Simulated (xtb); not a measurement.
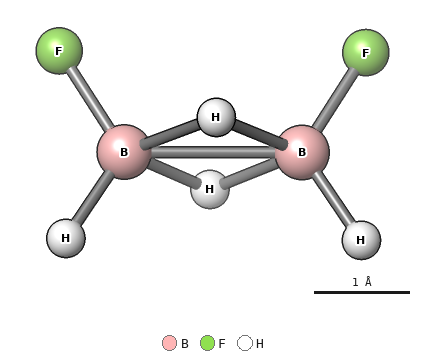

*The starting structure (ball-and-stick view, seen at a tilt).*

Bond lengths as drawn: B–B 1.87 Å, B–F 1.33 Å and B–H 1.17 to 1.36 Å.

# Geometry relaxation of B2H4F2 (part 1 of 3)

System: B2H4F2 (diborane 1,2-di F).
Method: GFN1-xTB (xtb 6.7.1).

The geometry comes from this level: GFN2-xTB.

Input (struc.xyz):
```
8
diborane 1,2-di F
B      0.90028     0.13560     0.22054
F      1.57735    -0.87049     0.77486
H      1.46851     1.14934     0.06465
H     -0.27941     0.34487     0.87202
B     -0.90166    -0.06984    -0.24333
F     -1.52361    -1.23309    -0.04861
H     -1.51814     0.79718    -0.73644
H      0.27668    -0.25356    -0.90369
```

File .CHRG:
```
0
```

File .UHF:
```
0
```

Machine: 1 thread of AMD EPYC 7571, 176 GiB of memory available, shared host.

Launched with:
```bash
xtb --ohess vtight --gfn 1 -- struc.xyz > xtb.out
```

What the program printed:
```
* xtb version 6.7.1
   ID    Z sym.   atoms
    1    5 B      1, 5
    2    9 F      2, 6
    3    1 H      3, 4, 7, 8

           -------------------------------------------------
          |                Calculation Setup                |
           -------------------------------------------------

          program call               : xtb --ohess vtight --gfn 1 -- struc.xyz
          coordinate file            : struc.xyz
          omp threads                :                     1

molecular fragmentation (1/2 indicates fragments):
11111112
# atoms in fragment 1/2:     7     1
 fragment masses (1/2) :       62.64        1.01
CMA distance (Bohr)    :   2.272
constraining FC (au)   :  0.0500

           -------------------------------------------------
          |                 G F N 1 - x T B                 |
           -------------------------------------------------

      * Hamiltonian:
        H0-scaling (s, p, d)           1.850000    2.250000    2.000000
        zeta-weighting                 0.000000
      * Dispersion:
        s8                             2.400000
        a1                             0.630000
        a2                             5.000000
        s9                             0.000000
      * Repulsion:
        kExp                           1.500000
        rExp                           1.000000
      * Coulomb:
        alpha                          2.000000
        third order                    atomic
        anisotropic                    false
      * Halogen bond correction:
        rad-scale                      1.300000
        damping                        0.440000

          ...................................................
          :                      SETUP                      :
          :.................................................:
          :  # basis functions                  24          :
          :  # atomic orbitals                  24          :
          :  # shells                           16          :
          :  # electrons                        24          :
          :  # halogen bonds                     0          :
          :  max. iterations                   250          :
          :  Hamiltonian                  GFN1-xTB          :
          :  restarted?                      false          :
          :  GBSA solvation                  false          :
          :  PC potential                    false          :
          :  electronic temp.          300.0000000     K    :
          :  accuracy                    1.0000000          :
          :  -> integral cutoff          0.2500000E+02      :
          :  -> integral neglect         0.1000000E-07      :
          :  -> SCF convergence          0.1000000E-05 Eh   :
          :  -> wf. convergence          0.2000000E-04 e    :
          :  Broyden damping             0.4000000          :
          :  net charge                          0          :
          :  unpaired electrons                  0          :
          ...................................................

 iter      E             dE          RMSdq      gap      omega  full diag
   1    -15.2821261 -0.152821E+02  0.791E+00    7.74       0.0  T
   2    -15.3112179 -0.290918E-01  0.455E+00    7.23       1.0  T
   3    -15.3120035 -0.785586E-03  0.145E+00    6.41       1.0  T
   4    -15.2894027  0.226008E-01  0.282E+00    7.58       1.0  T
   5    -15.3191940 -0.297913E-01  0.712E-02    6.83       1.0  T
   6    -15.3192242 -0.302066E-04  0.212E-02    6.80       1.7  T
   7    -15.3192263 -0.209903E-05  0.261E-03    6.81      13.6  T
   8    -15.3192263  0.915580E-08  0.261E-03    6.81      13.6  T
   9    -15.3192263 -0.293295E-07  0.657E-04    6.81      53.8  T
  10    -15.3192263 -0.189354E-08  0.401E-06    6.81    8824.2  T
  11    -15.3192263 -0.781597E-13  0.124E-07    6.81  100000.0  T

   *** convergence criteria satisfied after 11 iterations ***

         #    Occupation            Energy/Eh            Energy/eV
      -------------------------------------------------------------
         1        2.0000           -0.8454082             -23.0047
       ...           ...                  ...                  ...
         6        2.0000           -0.5686095             -15.4727
         7        2.0000           -0.5537200             -15.0675
         8        2.0000           -0.5526503             -15.0384
         9        2.0000           -0.5524860             -15.0339
        10        2.0000           -0.5032672             -13.6946
        11        2.0000           -0.4802447             -13.0681
        12        2.0000           -0.4710386             -12.8176 (HOMO)
        13                         -0.2208916              -6.0108 (LUMO)
        14                         -0.1071345              -2.9153
        15                         -0.0990598              -2.6956
        16                         -0.0925480              -2.5184
        17                         -0.0747056              -2.0328
       ...                                ...                  ...
        24                          0.4752420              12.9320
      -------------------------------------------------------------
                  HL-Gap            0.2501470 Eh            6.8068 eV
             Fermi-level           -0.3459651 Eh           -9.4142 eV

 SCC (total)                   0 d,  0 h,  0 min,  0.012 sec
 SCC setup                      ...        0 min,  0.000 sec (  1.517%)
 Dispersion                     ...        0 min,  0.000 sec (  0.636%)
 classical contributions        ...        0 min,  0.000 sec (  0.289%)
 integral evaluation            ...        0 min,  0.003 sec ( 22.979%)
 iterations                     ...        0 min,  0.003 sec ( 29.372%)
 molecular gradient             ...        0 min,  0.005 sec ( 43.100%)
 printout                       ...        0 min,  0.000 sec (  1.756%)

         :::::::::::::::::::::::::::::::::::::::::::::::::::::
         ::                     SUMMARY                     ::
         :::::::::::::::::::::::::::::::::::::::::::::::::::::
         :: total energy             -15.244034432655 Eh    ::
         :: gradient norm              0.015484946618 Eh/a0 ::
         :: HOMO-LUMO gap              6.806845818346 eV    ::
         ::.................................................::
         :: SCC energy               -15.319226310357 Eh    ::
         :: -> electrostatic           0.042535963616 Eh    ::
         :: repulsion energy           0.076704807192 Eh    ::
         :: dispersion energy         -0.001512929490 Eh    ::
         :: halogen bond corr.         0.000000000000 Eh    ::
         :: add. restraining           0.000000000000 Eh    ::
         :: total charge               0.000000000000 e     ::
         :::::::::::::::::::::::::::::::::::::::::::::::::::::

      -----------------------------------------------------------
     |                   =====================                   |
     |                        A N C O P T                        |
     |                   =====================                   |
     |               Approximate Normal Coordinate               |
     |                Rational Function Optimizer                |
      -----------------------------------------------------------
      -----------------------------------------------------------
     |                   =====================                   |
     |                        A N C O P T                        |
     |                   =====================                   |
     |               Approximate Normal Coordinate               |
     |                Rational Function Optimizer                |
      -----------------------------------------------------------

          ...................................................
          :                      SETUP                      :
          :.................................................:
          :   optimization level         verytight          :
          :   max. optcycles                   200          :
          :   ANC micro-cycles                  20          :
          :   degrees of freedom                18          :
          :.................................................:
          :   RF solver                   davidson          :
          :   write xtbopt.log                true          :
          :   linear?                        false          :
          :   energy convergence         0.1000000E-06 Eh   :
          :   grad. convergence          0.2000000E-03 Eh/α :
          :   maxmium RF displ.          1.0000000          :
          :   Hlow (freq-cutoff)         0.1000000E-01      :
          :   Hmax (freq-cutoff)         5.0000000          :
          :   S6 in model hess.         20.0000000          :
          ...................................................

generating ANC from exact Hessian ...
Using Lindh-Hessian (1995)
 Shifting diagonal of input Hessian by    1.5596670441016414E-003
 Lowest  eigenvalues of input Hessian
    0.000000    0.000000    0.000000    0.000000    0.000000    0.000000
    0.010000    0.018356    0.027417    0.054857    0.056776    0.062762
    0.069309    0.080065    0.115782    0.134521    0.267940    0.295986
 Highest eigenvalues
    0.380143    0.428914    0.758116    0.873412    1.510833    1.523213

........................................................................
.............................. CYCLE    1 ..............................
........................................................................

 iter      E             dE          RMSdq      gap      omega  full diag
   1    -15.3192263 -0.153192E+02  0.568E-09    6.81       0.0  T
   2    -15.3192263  0.355271E-14  0.965E-10    6.81  100000.0  T
   3    -15.3192263  0.124345E-13  0.203E-10    6.81  100000.0  T
     SCC iter.                  ...        0 min,  0.001 sec
     gradient                   ...        0 min,  0.004 sec
 * total energy  :   -15.2440344 Eh     change        0.0000000E+00 Eh
   gradient norm :     0.0154849 Eh/α   predicted     0.0000000E+00 (   0.00%)
   displ. norm   :     0.0961788 α      lambda       -0.6893690E-03
   maximum displ.:     0.0822939 α      in ANC's #4, #1, #10, ...

........................................................................
.............................. CYCLE    2 ..............................
........................................................................

 iter      E             dE          RMSdq      gap      omega  full diag
   1    -15.3179134 -0.153179E+02  0.302E-02    6.82       0.0  T
   2    -15.3179181 -0.467981E-05  0.128E-02    6.81       2.8  T
   3    -15.3179184 -0.362759E-06  0.322E-03    6.81      11.0  T
   4    -15.3179184 -0.374416E-08  0.108E-03    6.81      32.8  T
   5    -15.3179184 -0.178364E-09  0.146E-04    6.81     242.4  T
   6    -15.3179184 -0.520668E-10  0.218E-05    6.81    1622.6  T
     SCC iter.                  ...        0 min,  0.001 sec
     gradient                   ...        0 min,  0.004 sec
 * total energy  :   -15.2444755 Eh     change       -0.4410194E-03 Eh
   gradient norm :     0.0062168 Eh/α   predicted    -0.3478744E-03 ( -21.12%)
   displ. norm   :     0.0446662 α      lambda       -0.1046058E-03
   maximum displ.:     0.0296137 α      in ANC's #4, #1, #8, ...

........................................................................
.............................. CYCLE    3 ..............................
........................................................................

 iter      E             dE          RMSdq      gap      omega  full diag
   1    -15.3174310 -0.153174E+02  0.181E-02    6.82       0.0  T
   2    -15.3174329 -0.197436E-05  0.721E-03    6.82       4.9  T
   3    -15.3174331 -0.137239E-06  0.173E-03    6.82      20.5  T
   4    -15.3174331 -0.133725E-08  0.558E-04    6.82      63.4  T
   5    -15.3174331 -0.416378E-10  0.930E-05    6.82     380.1  T
   6    -15.3174331 -0.159712E-10  0.197E-05    6.82    1793.8  T
     SCC iter.                  ...        0 min,  0.001 sec
     gradient                   ...        0 min,  0.004 sec
 * total energy  :   -15.2445301 Eh     change       -0.5466779E-04 Eh
   gradient norm :     0.0019509 Eh/α   predicted    -0.5240615E-04 (  -4.14%)
   displ. norm   :     0.0161018 α      lambda       -0.9457438E-05
   maximum displ.:     0.0095069 α      in ANC's #1, #2, #6, ...

........................................................................
.............................. CYCLE    4 ..............................
........................................................................

 iter      E             dE          RMSdq      gap      omega  full diag
   1    -15.3174522 -0.153175E+02  0.635E-03    6.83       0.0  T
   2    -15.3174524 -0.272466E-06  0.244E-03    6.83      14.5  T
   3    -15.3174525 -0.176215E-07  0.623E-04    6.83      56.8  T
   4    -15.3174525 -0.145988E-09  0.205E-04    6.83     172.3  T
   5    -15.3174525 -0.443379E-11  0.375E-05    6.83     942.2  T
   6    -15.3174525 -0.192912E-11  0.923E-06    6.83    3828.5  T
     SCC iter.                  ...        0 min,  0.001 sec
     gradient                   ...        0 min,  0.005 sec
 * total energy  :   -15.2445367 Eh     change       -0.6584309E-05 Eh
   gradient norm :     0.0008831 Eh/α   predicted    -0.4731329E-05 ( -28.14%)
   displ. norm   :     0.0130597 α      lambda       -0.6021372E-05
   maximum displ.:     0.0082835 α      in ANC's #2, #4, #13, ...
```
